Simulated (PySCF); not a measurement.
# [Yb(HCN)]3+: forces at shaken geometries

Aim: move all atoms of relaxed [Yb(HCN)]3+ at random and read energies and forces. The species was built from a template and needn't be a known compound.

Computed with PySCF 2.14.0. Level: PBE0, Yb lcecp-1-SVP with ECP59, N def2-SVP, C def2-SVP, H def2-SVP; scalar-relativistic core potentials, no spin–orbit coupling.

3 further runs of the same task are left out: 2 for a known fault of the program, 1 that didn't finish.

## 1. Where the work starts

4 atoms, charge 3, spin multiplicity 1.

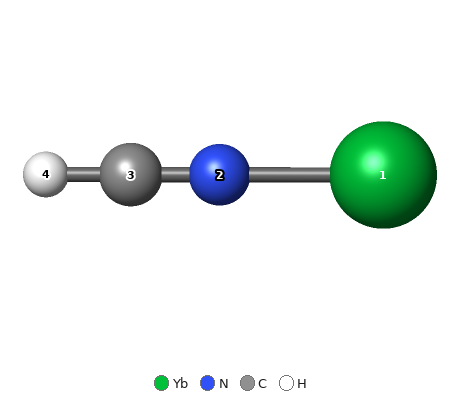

The structure; ytterbium green, nitrogen blue, carbon grey, hydrogen white; atoms are numbered from 1 in the order of the file.

As a file:

```xyz
4

Yb    0.00000    0.00000   -0.19815
N     0.00000    0.00000    1.95510
C     0.00000    0.00000    3.12215
H     0.00000    0.00000    4.24026
```

Formal oxidation states: Yb +3. Each metal's 13 4f electrons lie in its core potential, so multiplicities, spins and levels count the valence alone. An earlier session relaxed this geometry at PBE0, Yb lcecp-1-SVP with ECP59, N def2-SVP, C def2-SVP, H def2-SVP (singlet, point group C∞v).

Its energy there is -131.299772 Eh.

## 2. Atoms moved at random, σ = 0.15 Å

run.py (the lines that set the calculation) reads:

```python
mol = gto.M(atom='''
Yb    -0.22145     0.19537    -0.01448
N      0.04823    -0.00832     1.69430
C      0.24031    -0.16743     3.10735
H     -0.06710    -0.01962     4.33220''',
    basis={'Yb': 'lcecp-1-SVP', 'N': 'def2-SVP', 'C': 'def2-SVP', 'H': 'def2-SVP'},
    ecp={'Yb': 'lcecp-1-SVP'},
    charge=3, spin=0)
mf = dft.RKS(mol, xc='PBE0')
mf.grids.atom_grid = (50, 194)  # f atoms: unpruned, at least (60, 302)
mf = mf.density_fit()  # fitting sets: Yb AutoAux, N def2-universal-JKFIT, C def2-universal-JKFIT, H def2-universal-JKFIT
mf.conv_tol = 1e-08; mf.max_cycle = 55
mf.kernel(dm0)  # dm0: the density of the relaxed state
```

Started as:

```console
OMP_NUM_THREADS=2 python run.py
```

## 3. Atoms moved at random, σ = 0.06 Å

run.py (the lines that set the calculation), as its differences from that of step 2:

```diff
@@ -1,6 +1,6 @@
 mol = gto.M(atom='''
-Yb    -0.22145     0.19537    -0.01448
-N      0.04823    -0.00832     1.69430
-C      0.24031    -0.16743     3.10735
-H     -0.06710    -0.01962     4.33220''',
+Yb     0.01136     0.00432    -0.22916
+N     -0.01588     0.00532     1.99369
+C      0.06433     0.03684     3.04796
+H     -0.05981    -0.04649     4.30688''',
     basis={'Yb': 'lcecp-1-SVP', 'N': 'def2-SVP', 'C': 'def2-SVP', 'H': 'def2-SVP'},
```

## 4. Atoms moved at random, σ = 0.15 Å

run.py (the lines that set the calculation), as its differences from that of step 3:

```diff
@@ -1,6 +1,6 @@
 mol = gto.M(atom='''
-Yb     0.01136     0.00432    -0.22916
-N     -0.01588     0.00532     1.99369
-C      0.06433     0.03684     3.04796
-H     -0.05981    -0.04649     4.30688''',
+Yb    -0.11744    -0.00007    -0.07007
+N      0.17600     0.05477     2.03528
+C     -0.11064    -0.04692     2.93259
+H      0.05208    -0.00778     4.22156''',
     basis={'Yb': 'lcecp-1-SVP', 'N': 'def2-SVP', 'C': 'def2-SVP', 'H': 'def2-SVP'},
```

**Question.** What will these runs give? Wanted: for each run, σ; energy rise; harmonic estimate −½ F·u; largest force component.

**Answer**, as computed:

| σ (Å) | energy rise (eV) | harmonic estimate −½ F·u (eV) | largest force component (eV/Å) |
| --- | --- | --- | --- |
| 0.15 | 4.780 | 4.590 | 24.97 |
| 0.06 | 1.289 | 1.340 | 22.18 |
| 0.15 | 5.755 | 5.327 | 57.33 |

Every displacement raises the energy. For a harmonic well the rise equals −½ F·u; the two differ by at most 7 % here (a move with σ = 0.15 Å), from anharmonicity, the grid and the small forces left at the relaxed point. These are double-zeta-type bases without diffuse functions. Spin–orbit coupling is left out.
